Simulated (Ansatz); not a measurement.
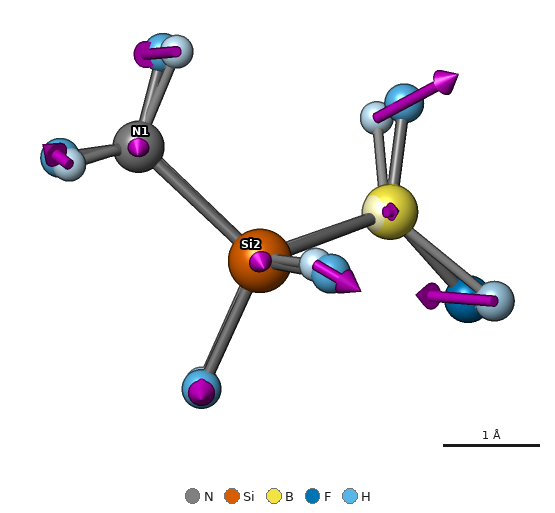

A relaxation of BSiNH₅F. The starting structure is drawn faded, the final one solid; purple arrows show the displacements, magnified 3 times. The two geometries are superimposed by the best rigid fit.

A ball-and-stick model, seen from a free direction.

The run prepares an end point of a later path (inversion) calculation, from a guessed geometry.

These are results of Ansatz 0.2.0, RKS B3LYP/def2-SVP, not measurements. (no spin polarisation; force threshold 0.015 eV/Å; at most 40 steps)

Describe the change and its energy.

Answer. An H atom moves most after the best rigid fit: 0.42 Å. By element the largest moves are H 0.42 Å, F 0.40 Å, Si 0.10 Å, N 0.09 Å, B 0.06 Å. Some distances before and after: B–F 1.496 → 1.327 Å, B–Si 1.919 → 2.039 Å, H–Si 1.431 → 1.509 Å, H–N 1.087 → 1.016 Å. Among the angles between lasting bonds that change: Si–N–H 109.0° → 119.8°, Si–N–H 110.0° → 118.7°, H–N–H 102.7° → 109.9°. Groups turn about B–Si by about 20°. Over 13 accepted moves (15 points after the start) the energy falls by 82.1 kJ/mol. The largest force component goes from 3.3 to 0.011 eV/Å. The line search rejected the trial steps at points 8, 12 of the run.
